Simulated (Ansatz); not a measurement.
# One shape, several levels: C2H2FN (fluoroacetonitrile)

Aim: a comparison of 6 runs (HF/STO-3G, B3LYP/cc-pVDZ, PBE/def2-SVP, PBE0/def2-SVP, MP2/cc-pVTZ, CCSD(T)/6-31G*) of C2H2FN (fluoroacetonitrile). 

The results are computed with Ansatz 0.2.0.

6 further runs of the same task are left out: 2 for a known fault of the program, 1 that didn't finish, 3 set aside as unsound or not needed.

### Step 1. Starting point

C2H2FN: 6 atoms, total charge 0, spin state singlet. As SMILES, `N#CCF`. The coordinates come from a PBE0-D4/def2-TZVP relaxation.

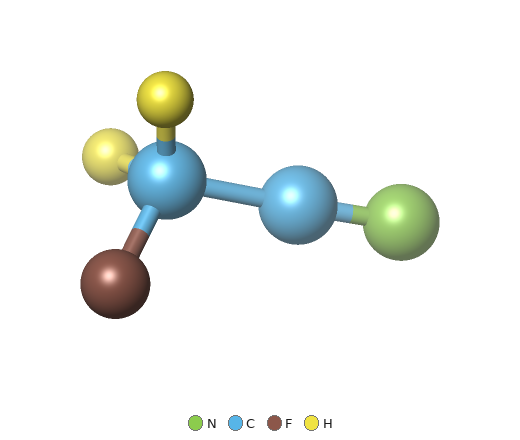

The structure, seen from a chosen angle (nitrogen green, carbon blue, fluorine brown, hydrogen yellow).

### Step 2. Energy and forces at HF/STO-3G (run 1)

Contents of run.yaml:

```yaml
crystal:
  periodic: [false, false, false]
  atoms:
    - {symbol: N, position_ang: [-1.529900, -1.437900, 0.378100]}
    - {symbol: C, position_ang: [-0.705300, -0.665400, 0.173900]}
    - {symbol: C, position_ang: [0.326600, 0.340600, -0.065100]}
    - {symbol: F, position_ang: [1.299700, -0.150000, -0.893200]}
    - {symbol: H, position_ang: [0.778700, 0.627700, 0.888400]}
    - {symbol: H, position_ang: [-0.127700, 1.220900, -0.528300]}
basis:
  gaussian:
    orbitals: STO-3G
hamiltonian:
  xc: hf
accuracy: high
output: {forces: true, orbitals: {seedname: orbitals}}
```

Command:

```console
$ ansatz run run.yaml --threads 1 --pin off --max-ram 2610MiB --events-out events.jsonl --progress --plain --runs-dir runs
```

The program printed:

```text
Warning: RAYON_NUM_THREADS=1 ignored (pool sized by the plan → 1); use --threads N
Functional definition: HF
  name "HF"
  exchange = exact_x
  correlation = 0
412 factors; integrals over basis functions are off by at most 3.2e-8 eV
mean field evaluation 1: about -6191.0766 eV, gradient 4.1e1 eV
mean field evaluation 2: about -6191.1932 eV, gradient 4.1e1 eV
mean field evaluation 4: about -6196.2264 eV, gradient 3.4e0 eV
mean field evaluation 8: about -6196.2743 eV, gradient 1.5e-4 eV
mean field -6196.27431282 eV, -227.7088810105 hartree, gradient 1.8e-8 eV, S^2 0.000000; 0 other end points of the search recorded, 0 dependent functions left out
the calculation of the forces begins
reference -6196.27431282 eV, -227.7088810105 hartree; 15, 15 occupied and 7, 7 virtual orbitals, 412 factors
Total energy: -6196.27431282 eV, -227.7088810105 hartree
Atom 0 at    -1.529900    -1.437900     0.378100 Å, force    -0.745393    -0.786677     0.147449 eV/Å
Atom 1 at    -0.705300    -0.665400     0.173900 Å, force    -0.704435    -0.354239     0.302499 eV/Å
Atom 2 at     0.326600     0.340600    -0.065100 Å, force     0.772952     0.970027    -0.086493 eV/Å
Atom 3 at     1.299700    -0.150000    -0.893200 Å, force     0.961514    -0.440215    -0.799151 eV/Å
Atom 4 at     0.778700     0.627700     0.888400 Å, force    -0.043553     0.240386     0.371441 eV/Å
Atom 5 at    -0.127700     1.220900    -0.528300 Å, force    -0.241086     0.370718     0.064255 eV/Å
Dipole moment:     0.251233     0.481258     0.040765 e Å
```

Wall time 0.32 s (1 thread of Arm Neoverse V1, shared host).

### Step 3. Energy and gradient at B3LYP/cc-pVDZ (run 2)

Contents of job.yaml:

```yaml
basis:
  gaussian:
    orbitals: cc-pVDZ
crystal:
  periodic: [false, false, false]
  atoms:
    - symbol: "N"
      position_ang: [-1.529900, -1.437900, 0.378100]
    - symbol: C
      position_ang: [-0.705300, -0.665400, 0.173900]
    - symbol: C
      position_ang: [0.326600, 0.340600, -0.065100]
    - symbol: F
      position_ang: [1.299700, -0.150000, -0.893200]
    - symbol: H
      position_ang: [0.778700, 0.627700, 0.888400]
    - symbol: H
      position_ang: [-0.127700, 1.220900, -0.528300]
hamiltonian:
  xc: {name: B3LYP}
accuracy: high
output: {forces: true, orbitals: {seedname: orbitals}}
```

Command:

```console
$ ansatz run job.yaml --threads 1 --pin off --max-ram 2610MiB --events-out events.jsonl --progress --plain --runs-dir runs
```

The program printed, shortened:

```text
Warning: RAYON_NUM_THREADS=1 ignored (pool sized by the plan → 1); use --threads N
Functional definition: B3LYP
  name "B3LYP"
[...]
1468 factors; integrals over basis functions are off by at most 3.2e-9 eV
[...]
mean field -6312.55287660 eV, -231.9820394131 hartree, gradient 1.8e-8 eV, S^2 0.000000; 0 other end points of the search recorded, 0 dependent functions left out
[...]
reference -6312.55290553 eV, -231.9820404761 hartree; 15, 15 occupied and 51, 51 virtual orbitals, 1468 factors
Total energy: -6312.55290553 eV, -231.9820404761 hartree
Atom 0 at    -1.529900    -1.437900     0.378100 Å, force    -1.122129    -1.067329     0.271045 eV/Å
Atom 1 at    -0.705300    -0.665400     0.173900 Å, force     0.827920     0.832132    -0.181243 eV/Å
Atom 2 at     0.326600     0.340600    -0.065100 Å, force    -0.027697     0.017834     0.026492 eV/Å
Atom 3 at     1.299700    -0.150000    -0.893200 Å, force     0.377691    -0.181959    -0.317545 eV/Å
Atom 4 at     0.778700     0.627700     0.888400 Å, force     0.097271     0.117358     0.295701 eV/Å
Atom 5 at    -0.127700     1.220900    -0.528300 Å, force    -0.153055     0.281963    -0.094450 eV/Å
Dipole moment:     0.240026     0.574437     0.086951 e Å
```

It took 5.1 s on 1 thread of Arm Neoverse V1, shared host; peak memory 0.17 GiB.

Runs 3 to 4 aren't shown in full; the table further down has their settings and results.

### Step 4. Energy and gradient at MP2/cc-pVTZ (run 5)

Contents of input.yaml:

```yaml
basis:
  gaussian: {orbitals: cc-pVTZ}
crystal:
  periodic: [false, false, false]
  atoms:
    - {symbol: N, position_ang: [-1.529900, -1.437900, 0.378100]}
    - {symbol: C, position_ang: [-0.705300, -0.665400, 0.173900]}
    - {symbol: C, position_ang: [0.326600, 0.340600, -0.065100]}
    - {symbol: F, position_ang: [1.299700, -0.150000, -0.893200]}
    - {symbol: H, position_ang: [0.778700, 0.627700, 0.888400]}
    - {symbol: H, position_ang: [-0.127700, 1.220900, -0.528300]}
total_charge: 0
correlation: {method: mp2, frozen_orbitals: {C: 1, F: 1, H: 0, "N": 1}}
accuracy: high
output: {forces: true, orbitals: {seedname: orbitals}}
```

Command:

```console
$ ansatz run input.yaml --threads 1 --pin off --max-ram 2610MiB --events-out events.jsonl --progress --plain --runs-dir runs
```

The program printed, shortened:

```text
Warning: RAYON_NUM_THREADS=1 ignored (pool sized by the plan → 1); use --threads N
[... 2 set-up lines as earlier in the session ...]
[...]
2516 factors; integrals over basis functions are off by at most 2.7e-9 eV
[...]
mean field -6281.67763476 eV, -230.8473952034 hartree, gradient 3.1e-8 eV, S^2 0.000000; 0 other end points of the search recorded, 0 dependent functions left out
4 core orbitals not correlated: weight in the atoms' cores, before any rotation towards them, 1.000 or more for the frozen orbitals, at most 0.000 for the correlated occupied ones
reference -6281.67763476 eV, -230.8473952034 hartree; 11, 11 occupied and 133, 133 virtual orbitals, 2516 factors
second order -20.47942794 eV of doubles, -0.00000000 eV of singles
[...]
Total energy: -6302.15706270 eV, -231.6000002986 hartree
Atom 0 at    -1.529900    -1.437900     0.378100 Å, force    -1.704850    -1.600715     0.420599 eV/Å
Atom 1 at    -0.705300    -0.665400     0.173900 Å, force     1.580225     1.452168    -0.403034 eV/Å
Atom 2 at     0.326600     0.340600    -0.065100 Å, force     0.016092     0.426123     0.169374 eV/Å
Atom 3 at     1.299700    -0.150000    -0.893200 Å, force     0.107890    -0.085604    -0.104542 eV/Å
Atom 4 at     0.778700     0.627700     0.888400 Å, force    -0.076942    -0.045783    -0.162524 eV/Å
Atom 5 at    -0.127700     1.220900    -0.528300 Å, force     0.077586    -0.146189     0.080128 eV/Å
Dipole moment:     0.246927     0.594898     0.091104 e Å
```

Run time: 26 s. Hardware: 1 thread of Arm Neoverse V1, shared host; peak memory 0.6 GiB.

### Step 5. Energy and forces at CCSD(T)/6-31G(d) (Cartesian functions) (run 6)

Contents of run.yaml:

```yaml
crystal:
  periodic: [false, false, false]
  atoms:
    - {symbol: "N", position_ang: [-1.529900, -1.437900, 0.378100]}
    - {symbol: C, position_ang: [-0.705300, -0.665400, 0.173900]}
    - {symbol: C, position_ang: [0.326600, 0.340600, -0.065100]}
    - {symbol: F, position_ang: [1.299700, -0.150000, -0.893200]}
    - {symbol: H, position_ang: [0.778700, 0.627700, 0.888400]}
    - {symbol: H, position_ang: [-0.127700, 1.220900, -0.528300]}
basis:
  gaussian:
    orbitals: "6-31G*"
hamiltonian:
  pseudopotentials:
    relativity: none
correlation:
  method: ccsd_t
  electrons: all
output:
  forces: true
  orbitals: {seedname: orbitals}
```

Command:

```console
$ ansatz run run.yaml --threads 1 --pin off --max-ram 2610MiB --events-out events.jsonl --progress --plain --runs-dir runs
```

The program printed, shortened:

```text
Warning: RAYON_NUM_THREADS=1 ignored (pool sized by the plan → 1); use --threads N
[... 2 set-up lines as earlier in the session ...]
[...]
616 factors; integrals over basis functions are off by at most 9.0e-4 eV
[...]
mean field -6279.28969025 eV, -230.7596398613 hartree, gradient 2.4e-6 eV, S^2 0.000000; 0 other end points of the search recorded, 0 dependent functions left out
reference -6279.28969025 eV, -230.7596398613 hartree; 15, 15 occupied and 49, 49 virtual orbitals, 616 factors
second order -16.08916162 eV of doubles, -0.00000000 eV of singles
cycle   1  -15.94749654 eV  change    1.4e-1 eV  update   1.0e-1
[...]
cycle  10  -16.53267244 eV  change    1.5e-6 eV  update   5.2e-6
perturbative correction -0.53909330 eV, -0.0198113132 hartree
[...]
Total energy: -6296.36145598 eV, -231.3870156803 hartree
Atom 0 at    -1.529900    -1.437900     0.378100 Å, force    -2.048514    -1.929312     0.502914 eV/Å
Atom 1 at    -0.705300    -0.665400     0.173900 Å, force     1.661738     1.484816    -0.441540 eV/Å
Atom 2 at     0.326600     0.340600    -0.065100 Å, force    -0.041333     0.560891     0.262593 eV/Å
Atom 3 at     1.299700    -0.150000    -0.893200 Å, force     0.432312    -0.300092    -0.401941 eV/Å
Atom 4 at     0.778700     0.627700     0.888400 Å, force     0.043782     0.061445     0.110122 eV/Å
Atom 5 at    -0.127700     1.220900    -0.528300 Å, force    -0.047985     0.122252    -0.032149 eV/Å
Dipole moment:     0.235589     0.589131     0.095941 e Å
```

Wall time 21 s (1 thread of Arm Neoverse V1, shared host); peak memory 0.24 GiB.

### Step 6. Overview of the runs

```tsv
run	level	frozen core orbitals	Cartesian functions	energy (Eh)	dipole moment (D)	HOMO energy (eV)	LUMO energy (eV)	wall time
1	HF/STO-3G	–	no	-227.708881	2.61	-11.34	8.85	0.32 s
2	B3LYP/cc-pVDZ	–	no	-231.982040	3.02	-9.38	-0.35	5.1 s
3	PBE/def2-SVP	–	no	-231.536808	2.99	-8.21	-1.32	4.5 s
4	PBE0/def2-SVP	–	no	-231.541339	3.13	-9.81	-0.23	4.8 s
5	MP2/cc-pVTZ	4	no	-231.600000	3.12	-13.15	3.28	26 s
6	CCSD(T)/6-31G* (Cartesian functions)	0	yes	-231.387016	3.08	-13.05	4.27	21 s
```

### Step 7. Outcome

| quantity | value |
| --- | --- |
| run 6: total energy | -231.38702 Eh |
| run 6: dipole moment (correlated density) | 3.08 D |
| run 6: HOMO energy (Hartree–Fock orbitals) | -13.05 eV |
| run 6: LUMO energy (Hartree–Fock orbitals) | 4.27 eV |
| run 6: HOMO–LUMO gap (Hartree–Fock orbitals) | 17.32 eV |
| run 6: correlation energy | -627.4 mEh |
| run 6: (T) correction | -19.81 mEh |
| run 6: T1 diagnostic | 0.011 |
| run 6: largest force on an atom | 2.859 eV/Å |

What this shows: The dipole moment (its size) runs from 2.61 D (HF/STO-3G) to 3.13 D (PBE0/def2-SVP). The two ends differ in method and basis. Over runs 1, 2, 3, 4 the HOMO–LUMO gap runs from 6.89 eV (PBE/def2-SVP) to 20.20 eV (HF/STO-3G). Totals of different functionals can't be ranked against each other. In run 1 the basis is minimal, so the values are rough. All runs together took 62 s, the longest 26 s.
